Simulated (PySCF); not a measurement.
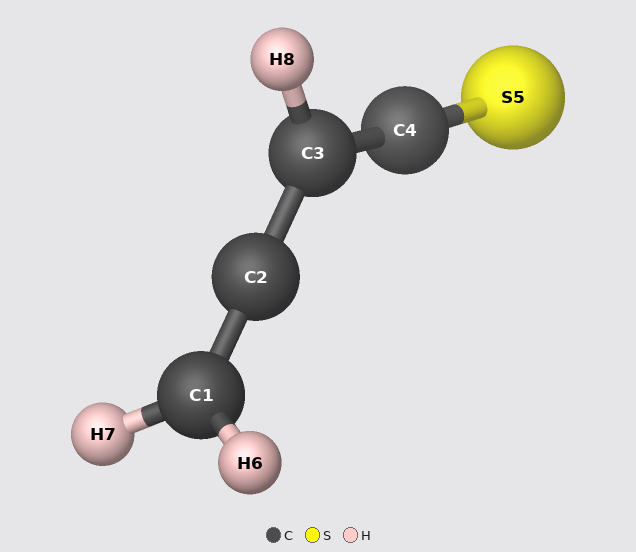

State: neutral, doublet. Computed geometry: GFN2-xTB optimisation. No frequency run is at hand to confirm it as a minimum. Method: UKS B3LYP, pcH-1 on C H S, non-relativistic (PySCF 2.14.0). The run warned: orbitally degenerate or nearly so: second-order g, spin-orbit hyperfine and D do not apply. Fermi-contact and spin-dipolar terms alone, no spin-orbit part.

Question: Which nucleus has the largest dipolar (anisotropic) hyperfine coupling?

Answer: 13C at C2: principal values −52.4, −39.4, 91.8 MHz.

List the isotropic and dipolar parts for the most strongly coupled nuclei, one of each equivalent set.

```
atom  isotope  a_iso (MHz)  dipolar part (MHz)
  C2      13C         52.4  −52.4, −39.4, 91.8
  C4      13C         55.2  −44.7, −39.9, 84.6
  S5      33S          0.4  −24.8, −21.0, 45.8
  C3      13C        −47.1    −24.0, 9.0, 15.1
  C1      13C        −40.7      −9.5, 2.3, 7.2
  H8       1H         15.6     −4.9, −0.8, 5.6
  H6       1H        109.9     −2.9, −2.2, 5.2
```
